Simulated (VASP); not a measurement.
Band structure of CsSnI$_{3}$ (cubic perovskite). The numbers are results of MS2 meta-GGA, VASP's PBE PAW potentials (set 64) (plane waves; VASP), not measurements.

Unless said otherwise, spin-orbit coupling is left out, though it shifts the bands of the heavy elements here.

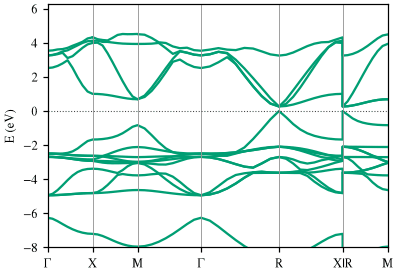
Bands along high-symmetry lines, zero at the valence-band maximum or, without a gap, the Fermi level

Question: Read the plot: is there a gap, and where are the band edges?

Answer: The gap is direct, 0.27 eV, from the valence maximum at R to the conduction minimum at R.

The compound is CsSnI3 in the cubic perovskite structure, the ideal cubic form; the compound distorts at low or room temperature. It was relaxed first.
